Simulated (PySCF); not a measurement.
# Excited-state calculation, with input and output: C₂H₅Cl₃Ge

C₂H₅Cl₃Ge, SMILES C[CH2][Ge]([Cl])([Cl])[Cl], computed with TDDFT B3LYP/def2-SVPD, vertical, gas phase, core orbitals frozen in the response (PySCF 2.14.0).

The geometry comes from this level: PBE0-D3(BJ)/def2-SVP. It belongs to a series of runs on one base structure; here: one ligand: Cl to Et.

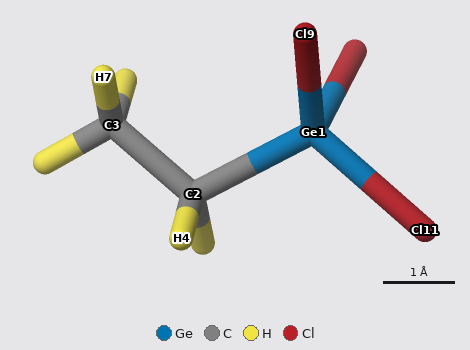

Figure 1. The input geometry (stick view, seen at a tilt; atoms are numbered from 1 in the order of the input). Sticks mark near contacts. Bond lengths as drawn: Cl–Ge 2.14 to 2.15 Å, C–C 1.52 Å, C–Ge 1.94 Å and C–H 1.10 Å.

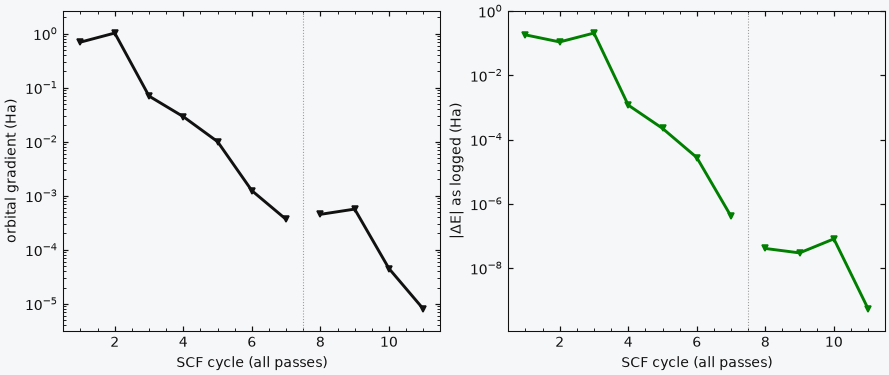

Figure 2. Convergence of the self-consistent field: orbital gradient and size of the energy change against the SCF cycle. The dotted line marks the change from a coarse to the final integration grid. The first 7 cycles use a coarse grid, the final grid takes over at cycle 8, and the field converges after 11 cycles in all.

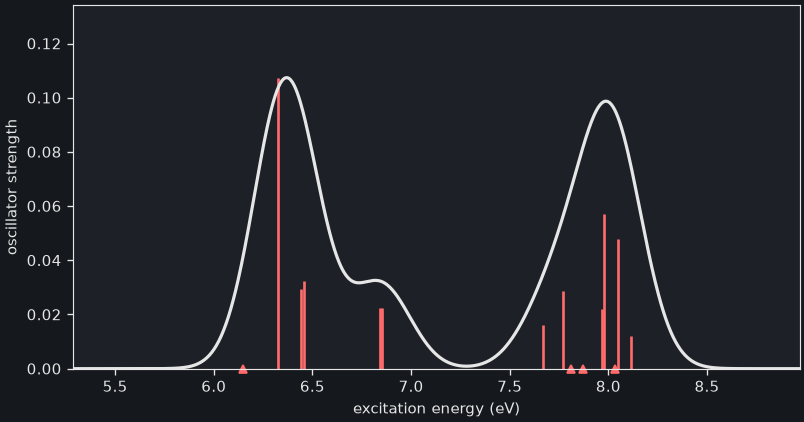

Figure 3. Computed excitations as sticks (degenerate states added up, dark ones marked on the axis), with a Gaussian envelope of 0.35 eV full width at half maximum, scaled to the tallest. Of the 15 states the lowest lies at 6.15 eV (f = 0.000); the strongest line is at 6.33 eV, or 196 nm (f = 0.107).

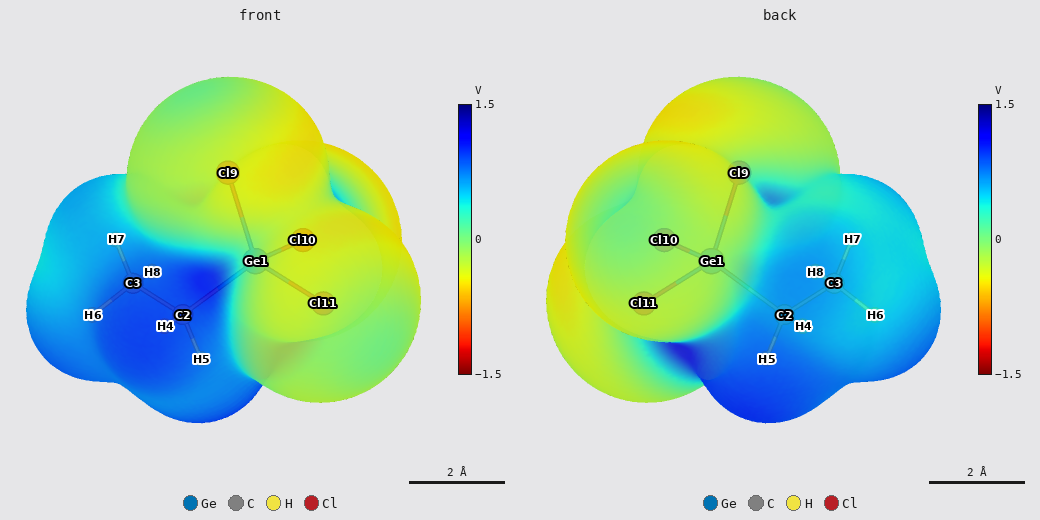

Figure 4. The molecular electrostatic potential painted on the density surface at 0.001 e/bohr³, seen at a tilt and from behind; the colour scale runs from red (negative) to blue (positive).

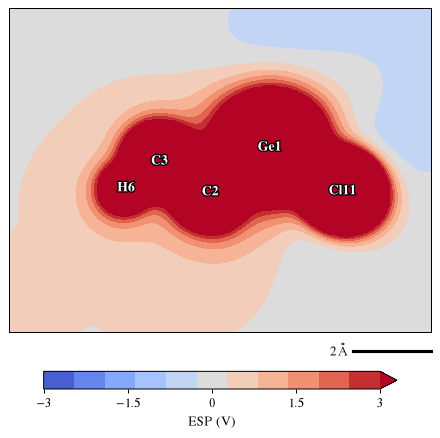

Figure 5. Molecular electrostatic potential on the plane of atoms C2, Ge1 and Cl11.

The input and output of the run follow.

**Input file**
```
{"job": {"kind": "uv", "xc": "B3LYP", "basis": "def2-SVPD", "ip": false, "nstates": 15}, "charge": 0, "multiplicity": 1}
Ge    -0.241198    -0.441106    -1.328259
C     -0.288533    -0.428902     0.606973
C      0.470615     0.748106     1.201648
H      0.130655    -1.397301     0.924321
H     -1.353385    -0.424985     0.889560
H      0.424368     0.723593     2.300964
H      1.531166     0.729472     0.909485
H      0.047930     1.708252     0.869428
Cl     1.784410    -0.451467    -2.038214
Cl    -1.183928     1.304363    -2.147747
Cl    -1.224040    -2.155524    -2.157260
```

The first line tells a small driver script what to run in PySCF; the rest is the geometry in Å.

Launched with:
```bash
OMP_NUM_THREADS=1 python <driver script> task.json out
```

**Output**
```
coarse grid: 49088 points
cycle   1  E = -3536.2338320592  dE = -1.812e-01  |g| = 6.955e-01  |ddm| = 4.383e+00
cycle   2  E = -3536.1247753657  dE =  1.091e-01  |g| = 1.024e+00  |ddm| = 2.326e+00
cycle   3  E = -3536.3310533655  dE = -2.063e-01  |g| = 6.983e-02  |ddm| = 1.423e+00
cycle   4  E = -3536.3322336489  dE = -1.180e-03  |g| = 2.906e-02  |ddm| = 1.238e-01
cycle   5  E = -3536.3324559530  dE = -2.223e-04  |g| = 1.002e-02  |ddm| = 4.570e-02
cycle   6  E = -3536.3324834824  dE = -2.753e-05  |g| = 1.242e-03  |ddm| = 1.520e-02
cycle   7  E = -3536.3324838892  dE = -4.068e-07  |g| = 3.647e-04  |ddm| = 2.436e-03
final grid: 97552 points
cycle   8  E = -3536.3324393317  dE = -4.052e-08  |g| = 4.523e-04  |ddm| = 5.155e-03
cycle   9  E = -3536.3324393022  dE =  2.951e-08  |g| = 5.654e-04  |ddm| = 1.278e-03
cycle  10  E = -3536.3324393828  dE = -8.061e-08  |g| = 4.500e-05  |ddm| = 7.030e-04
cycle  11  E = -3536.3324393833  dE = -5.348e-10  |g| = 8.067e-06  |ddm| = 6.772e-05
converged SCF energy = -3536.3324393833

Static polarisability (au): isotropic 96.450, principal 92.230 93.876 103.243

Singlet excitations
state   eV       nm        f      main configurations
  1   6.1456    201.7   0.00003   H-1->L 0.99
  2   6.3266    196.0   0.10739   H->L 0.96
  3   6.4401    192.5   0.02945   H-2->L 0.95
  4   6.4591    192.0   0.03253   H-3->L 0.94
  5   6.8434    181.2   0.02254   H-4->L 0.95
  6   6.8515    181.0   0.02253   H-5->L 0.95
  7   7.6662    161.7   0.01611   H-6->L 0.76, H->L+1 0.13
  8   7.7718    159.5   0.02853   H->L+1 0.73, H-6->L 0.11
  9   7.8106    158.7   0.00075   H-1->L+1 0.48, H-7->L 0.23, H->L+2 0.20
 10   7.8702    157.5   0.00051   H-7->L 0.62, H->L+2 0.34
 11   7.9679    155.6   0.02216   H-1->L+2 0.74, H->L+1 0.09
 12   7.9787    155.4   0.05712   H->L+2 0.39, H-1->L+1 0.36, H-7->L 0.12
 13   8.0322    154.4   0.00021   H-2->L+1 0.81, H-2->L+3 0.09
 14   8.0470    154.1   0.04777   H->L+3 0.89
 15   8.1134    152.8   0.01217   H-3->L+1 0.55, H-2->L+2 0.18, H-3->L+3 0.14

Triplet excitations (Tamm-Dancoff, eV): 5.6941 5.7835 5.9638 5.9764
```

**Key numbers**

```tsv
quantity	value
outcome	converged
total energy	−3536.332439 hartree
HOMO	−8.81 eV
LUMO	−1.65 eV
dipole moment	3.07 D
mean polarisability	96.45 a.u.
lowest singlet excitation	6.15 eV
hardware	1 CPU thread, shared host
wall time	91 s
peak memory	0.93 GiB
```

Spin–orbit coupling is left out, which matters for the heavy atoms.
